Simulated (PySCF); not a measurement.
# GeSiH6O (SMILES [OH][GeH2][SiH3]): BLYP/cc-pVDZ

What is the energy change on altering one bond length of GeSiH6O at BLYP/cc-pVDZ? 

The results are computed with PySCF 2.14.0.

2 further runs of the same task are left out: 2 set aside as unsound or not needed.

### 1 The system as given

The species is GeSiH6O (9 atoms), meant as a singlet with charge 0. As SMILES, `[OH][GeH2][SiH3]`. The coordinates come from a PBE0-D4/def2-TZVP relaxation. This is one conformer, not always the lowest.

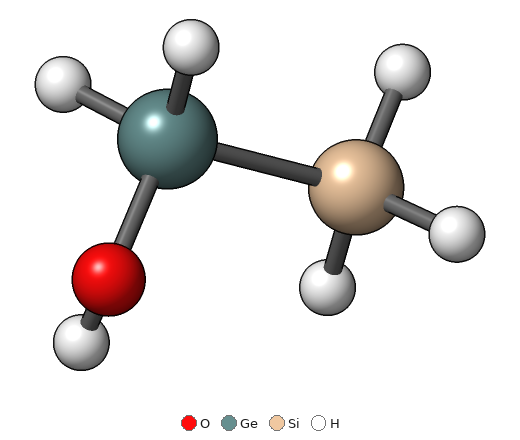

Viewed from a chosen angle; oxygen red, germanium teal, silicon light orange, hydrogen white.

### 2 The energy at BLYP/cc-pVDZ

Input file calc.py:

```python
# [OH][GeH2][SiH3]
from pyscf import gto, dft

mol = gto.Mole()
mol.atom = [
    ('O', (-1.665400, 1.003200, -0.854800)),
    ('Ge', (0.086300, 0.899600, -0.495500)),
    ('Si', (0.525800, -1.010700, 0.870400)),
    ('H', (-1.973400, 0.267900, -1.389000)),
    ('H', (0.873700, 0.832100, -1.824400)),
    ('H', (0.388100, 2.226700, 0.215900)),
    ('H', (1.986000, -1.132800, 1.128400)),
    ('H', (0.060100, -2.236200, 0.166300)),
    ('H', (-0.192800, -0.896100, 2.165800)),
]
mol.max_memory = 1860
mol.charge = 0
mol.verbose = 3
mol.basis = 'cc-pvdz'
mol.build()

calc0 = dft.RKS(mol)
calc0.xc = 'blyp'
calc0.grids.level = 5
calc0.conv_tol = 1e-10
calc0.kernel()
if not calc0.converged:
    calc0 = calc0.newton().run(calc0.mo_coeff, calc0.mo_occ)

e_tot = calc0.e_tot
print('E(%s) = %.9f' % ('BLYP', e_tot))
```

Command:

```sh
$ OMP_NUM_THREADS=1 python calc.py
```

Standard output:

```text
converged SCF energy = -2445.31489151831
E(BLYP) = -2445.314891518
```

Run time: 23 s. Hardware: 1 thread of Intel Xeon at 2.70GHz, shared host; peak memory 0.46 GiB.

### 3 The distorted shape at the same level

Input file run.py:

```python
from pyscf import gto, dft

mol = gto.M(
    atom='''
O     -1.295799     1.885562    -0.213759
Ge     0.455901     1.781962     0.145541
Si     0.895401    -0.128338     1.511441
H     -1.973400     0.267900    -1.389000
H      1.243301     1.714462    -1.183359
H      0.757701     3.109062     0.856941
H      2.355601    -0.250438     1.769441
H      0.429701    -1.353838     0.807341
H      0.176801    -0.013738     2.806841
''',
    max_memory=1860,
    spin=0,
    basis='cc-pvdz',
    charge=0,
    verbose=4,
)

myscf = dft.RKS(mol, xc='blyp')
myscf.conv_tol = 1e-10
myscf.grids.level = 5
myscf.kernel()
if not myscf.converged:
    myscf = myscf.newton().run(myscf.mo_coeff, myscf.mo_occ)

e_final = myscf.e_tot
print(f'total energy: {e_final:.8f} hartree')
```

Command:

```sh
$ OMP_NUM_THREADS=1 python run.py
```

Standard output:

```text
PySCF version 2.14.0

[... 93 lines left out ...]
converged SCF energy = -2445.14577455616
total energy: -2445.14577456 hartree
```

Wall time 32 s (1 thread of Intel Xeon at 2.70GHz, shared host); peak memory 0.46 GiB.

### 4 What came out

Level: BLYP/cc-pVDZ.

| quantity | value |
| --- | --- |
| first shape: total energy | -2445.31489 Eh |
| first shape: dipole moment | 1.26 D |
| first shape: HOMO energy | -6.04 eV |
| first shape: LUMO energy | -0.78 eV |
| first shape: HOMO–LUMO gap | 5.26 eV |
| distorted shape: total energy | -2445.14577 Eh |
| distorted shape: dipole moment | 1.30 D |
| distorted shape: HOMO energy | -5.89 eV |
| distorted shape: LUMO energy | -5.49 eV |
| distorted shape: HOMO–LUMO gap | 0.40 eV |
| energy change with the O1–H4 bond stretched from 0.960 to 2.111 Å | 4.602 eV |

What this shows: One bond (distorted shape) is far stretched, which a spin-restricted single reference describes badly; a broken-symmetry solution may lie lower. With the O1–H4 bond stretched from 0.960 to 2.111 Å the energy rises by 4.60 eV (444 kJ/mol). The first shape isn't relaxed at this level, so the change isn't measured from a minimum. A restricted reference can't describe the breaking bond well at this length. Mulliken charges (first shape) run from -0.34 on O1 to +0.39 on Ge2. Mulliken charges (distorted shape) run from -0.36 on O1 to +0.41 on Ge2; they depend strongly on the basis.
